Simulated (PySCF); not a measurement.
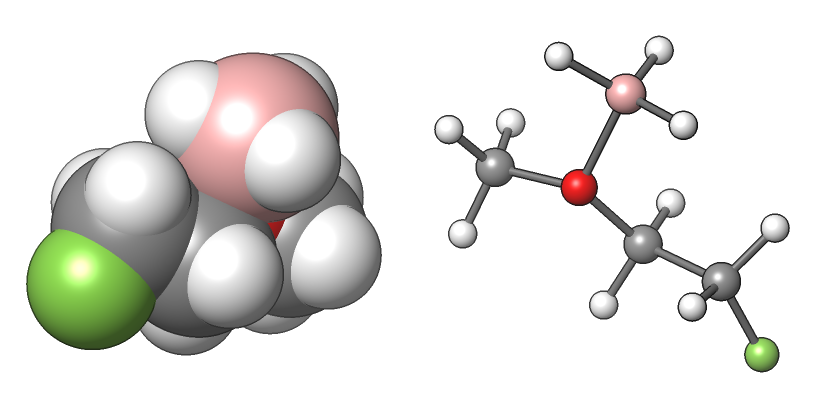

Two views of one molecule. Colours: boron pink, oxygen red, carbon grey, fluorine green, hydrogen white.

**Count the atoms of each element.**

C3H10BFO, 16 atoms: 3 carbon, 10 hydrogen, 1 boron, 1 fluorine and 1 oxygen.

**What is the point group of this geometry?**

C1.

The parts below concern this one geometry. Atoms keep their numbers from picture to picture. Computed geometry: PBE0-D3(BJ)/def2-SVP optimisation. No frequency run is at hand to confirm it as a minimum.

Dipole moment

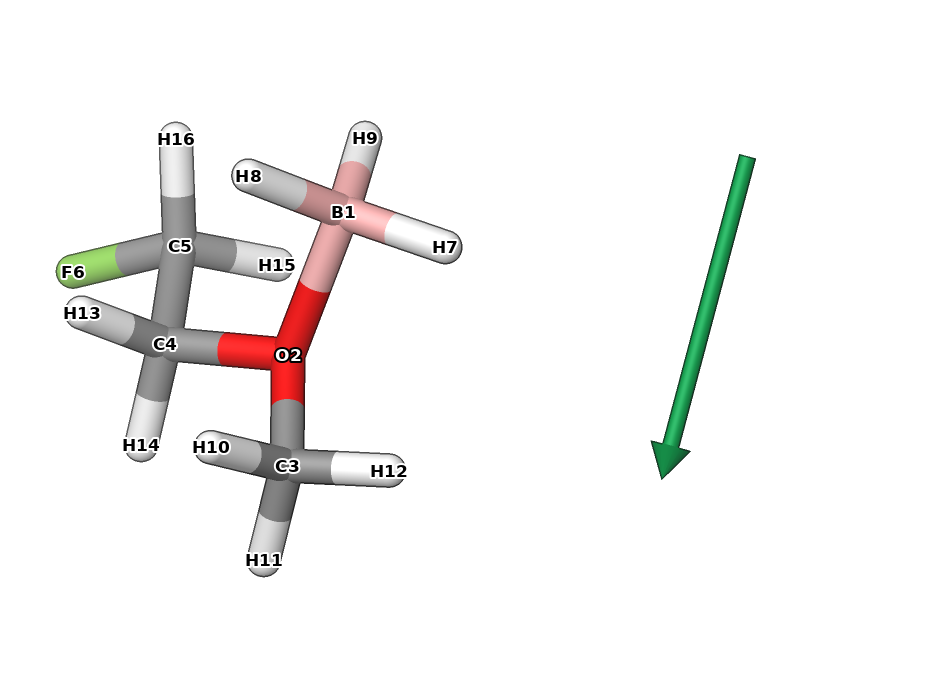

The arrow beside the molecule shows the direction of the dipole moment, from the negative to the positive end (its length means nothing). No frequency run is at hand to confirm it as a minimum. Method: LDA/def2-SVPD, gas phase (PySCF 2.14.0).

**Estimate the dipole moment.**

3.60 D; it points from the side of H9 to the side of H11 (the outermost atoms at the two ends).

Polarisability

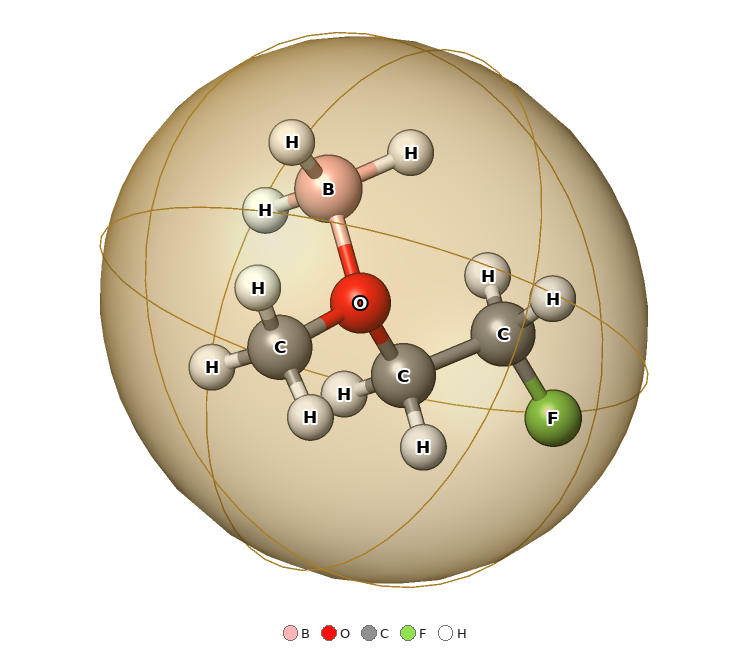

The ellipsoid shows the static dipole polarisability: its half-axes are proportional to the principal values. No frequency run is at hand to confirm it as a minimum. Method: HF/def2-SVPD (PySCF 2.14.0).

**Give the principal values, the mean and the anisotropy.**

Principal values 51.8, 58.0, 63.4 bohr³; mean 57.7 bohr³ (8.56 Å³); anisotropy 10.0 bohr³, so the longest axis is 1.22 times the shortest.

Excitation

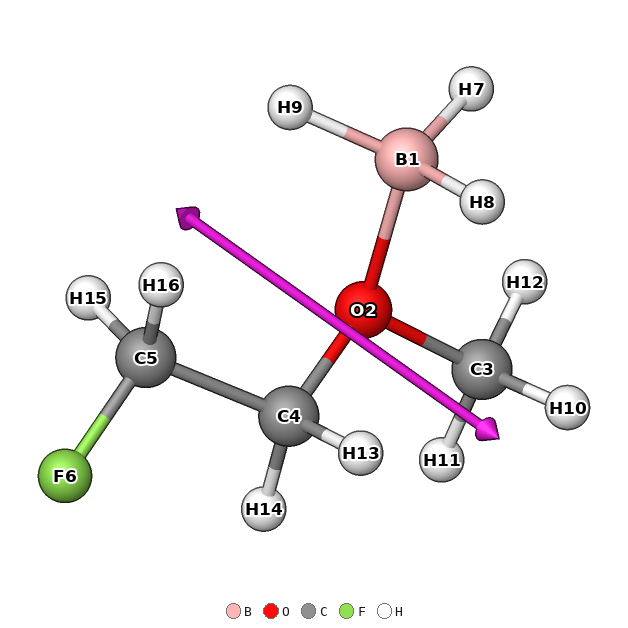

The double arrow shows the direction of the transition dipole to excited singlet state 7 (its length means nothing). No frequency run is at hand to confirm it as a minimum. Properties computed with TDDFT LDA/def2-SVPD, vertical, gas phase, core orbitals frozen in the response (PySCF 2.14.0).

**Where does the transition lie, and how strong is it?**

7.37 eV (168 nm), oscillator strength 0.049, mainly HOMO → LUMO+3 (weight 0.97); transition dipole 1.33 D.
